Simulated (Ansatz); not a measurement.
# Amorphous Ga24O38Ti

It comes from a melt-quench run on a machine-learned potential (CHGNet), relaxed afterwards by DFT. O atoms were pushed apart under 1.9 Å during the dynamics, to hinder bonds among them. The hot cell started wider than the set density and was brought back towards it in steps. It is the lowest in DFT energy of 2 quenches. It is a model cell: composition and starting density were chosen by hand, and all elements were melted together. No dispersion term was used.

Methods: PBE, scalar-relativistic without spin-orbit coupling (Ansatz, a program for electronic structure); r2SCAN, scalar-relativistic without spin-orbit coupling (Ansatz); HSE06, scalar-relativistic without spin-orbit coupling (Ansatz). Geometry, pressure, stress and energy are those of the PBE run. Its sampling: a 2×2×2 Γ-centred mesh; Fermi-Dirac width 0.02 eV; no spin polarisation. Other functionals are single points at the zone centre (r2SCAN at 500 eV; exact exchange cut at the cell's faces), free to take moments where seeds were set.

```json
{
  "number_of_atoms_in_the_cell": "63",
  "Density (held, not predicted)": "4.92 g/cm³",
  "volume_per_atom": "12.47 Å^3",
  "Pressure on a 2×2×2 Γ-centred mesh": "-0.07 GPa",
  "Largest force and stress component on that mesh (the relaxation ran on the zone centre alone)": "0.12 eV/Å and 0.2 GPa",
  "Energy relative to beta Ga2O3 + anatase TiO2 (lowest mix at this level among the phases computed, not always the ambient ones)": "9.8 kJ/mol of atoms",
  "Gap on a 2×2×2 Γ-centred mesh (PBE)": "2.03 eV",
  "Gap at the zone centre (PBE)": "2.04 eV",
  "Gap at the zone centre (r2SCAN)": "2.61 eV",
  "Gap at the zone centre (HSE06)": "3.78 eV"
}
```

Bonds are counted up to Ga-Ga 2.68 Å, Ga-O 2.28 Å, Ga-Ti 2.90 Å, O-O 1.58 Å, O-Ti 2.49 Å, Ti-Ti 3.12 Å. Two cations that share two anions don't count as bonded, nor two that share one unless they lie closer than Ga-Ga 2.61 Å, Ga-Ti 2.82 Å, Ti-Ti 3.04 Å.

| Property | Result |
|---|---|
| Mean coordination of Ga by anions | 4.50 (12 with 4, 12 with 5) |
| Mean coordination of O | 2.97 (3 with 2, 33 with 3, 2 with 4) |
| Mean coordination of Ti by anions | 5.00 (1 with 5) |
| Mean Ga-O bond | 1.929 Å (spread 0.074 Å, 108 counted) |
| Mean O-Ti bond | 1.927 Å (spread 0.134 Å, 5 counted) |

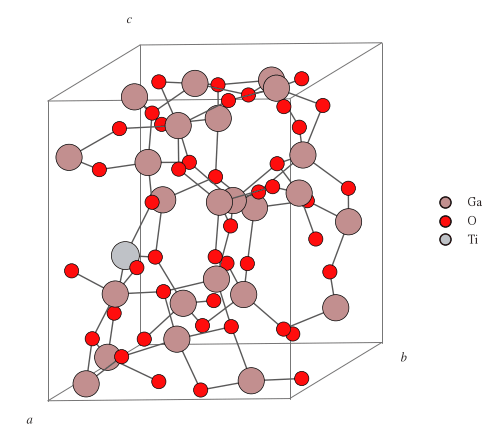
The relaxed cell

Its density started from a set value of 4.92 g/cm³. Cooling (nominally 280 K/ps over its main leg) ran many orders faster than in experiment, which tends to leave more defects and strain. One small periodic cell is one sample of the glass; other quenches scatter about these values. The volume was held where the preparation left it and the shape relaxed, at a PBE pressure of -0.1 GPa (tension).
